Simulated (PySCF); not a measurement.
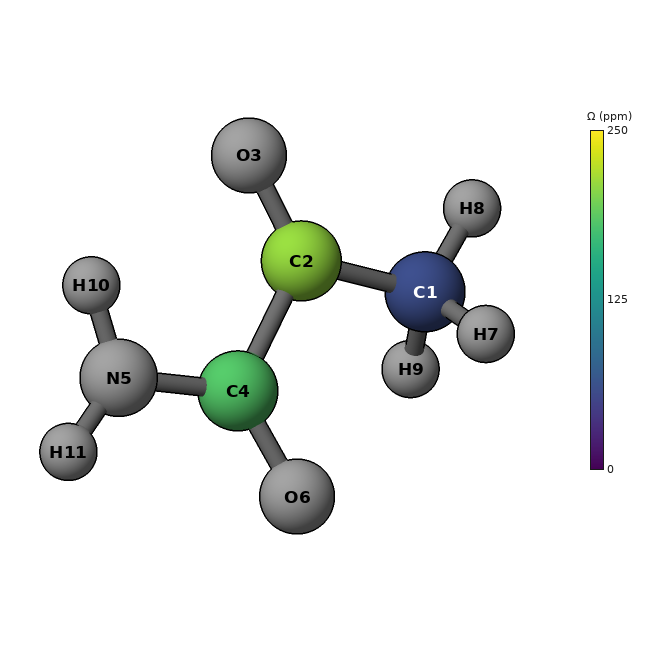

The C atoms are coloured by the span of their shielding tensor. Geometry: a frame of a GFN2-xTB molecular-dynamics simulation, not a minimum. Level of theory: GIAO PBE0/pcSseg-1 NMR shielding, non-relativistic, gas phase (PySCF 2.14.0). Principal shieldings σ11 ≤ σ22 ≤ σ33, span Ω = σ33 − σ11, skew κ = 3(σiso − σ22)/Ω.

Question. Which C atom has the most anisotropic shielding?

Answer. C2, with a span of 210 ppm.

Give the shielding tensors of the C atoms.

```json
{"atom": "C1", "σ11": "130.3", "σ22": "156.0", "σ33": "188.9", "σiso": "158.4", "Ω": "58.6", "κ": "0.12"}
{"atom": "C2", "σ11": "−123.4", "σ22": "−18.6", "σ33": "87.1", "σiso": "−18.3", "Ω": "210.5", "κ": "0.00"}
{"atom": "C4", "σ11": "−95.7", "σ22": "49.9", "σ33": "87.7", "σiso": "14.0", "Ω": "183.4", "κ": "−0.59"}
```

Shieldings and span in ppm.
